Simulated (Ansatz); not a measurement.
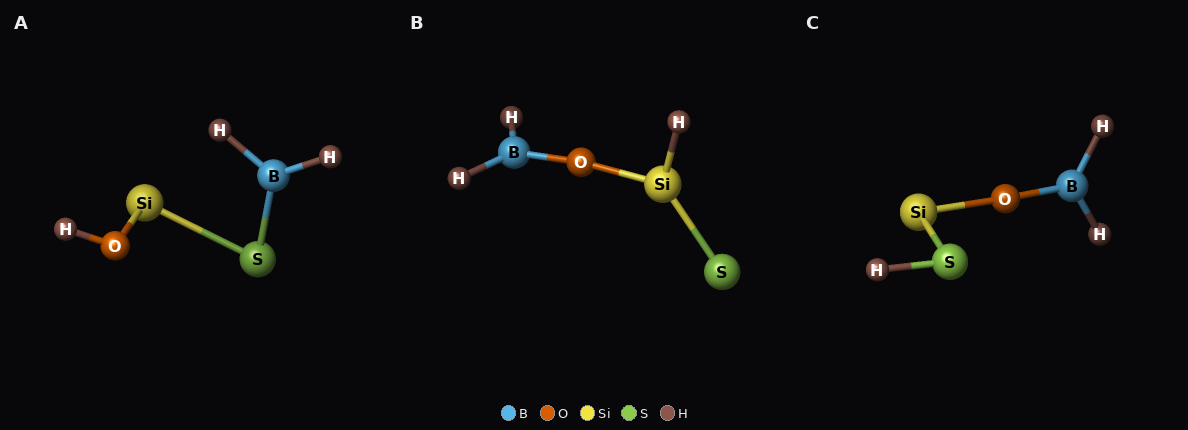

3 stationary structures of one formula. Geometries: PBE-D4/def2-SVP. Electronic energies: PBE-D4/def2-SVP (Ansatz 0.2.0), without zero-point energy. No frequency run is at hand to confirm each as a minimum. Each is one conformer, not always the lowest.

**Which structure is the most stable?**

B is lowest; C lies 0.188 eV above it (Cs), A lies 0.746 eV above it (C1).
